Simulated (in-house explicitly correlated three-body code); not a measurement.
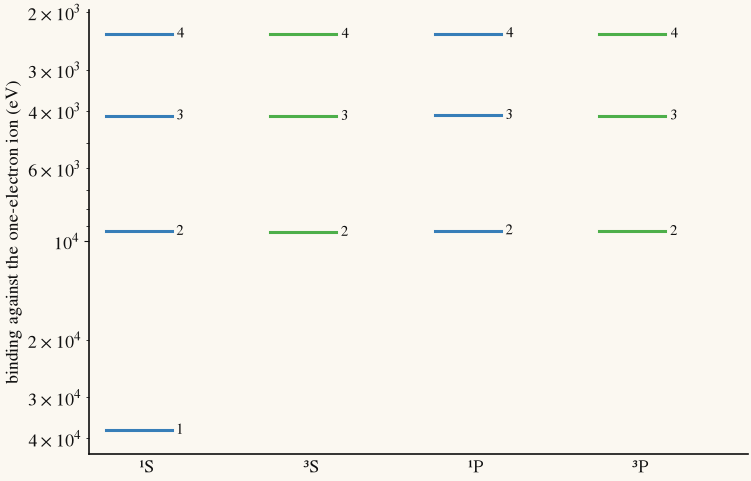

Two electrons around a point charge Z = 53.288. Computed variationally in 260 exponentially correlated functions with an in-house code, non-relativistic, converged to about 10⁻⁸ of the energy. The plot shows the bound S and P states that converged, by term and principal number n, on a logarithmic scale of binding.

Describe the level scheme.

Answer. The ground state is bound by 37.73 keV. The n = 2 states drawn run, from the deepest, 2 ³S (9388 eV), 2 ³P (9333 eV), 2 ¹S (9326 eV), 2 ¹P (9286 eV). Exchange puts 2 ³S below 2 ¹S by 61.8 eV and 2 ³P below 2 ¹P by 47.2 eV. Quantum defects n − (Z − 1)/√(2 E(binding)): 2 ³S 0.009, 2 ³P 0.004, 2 ¹S 0.003, 2 ¹P −0.001.
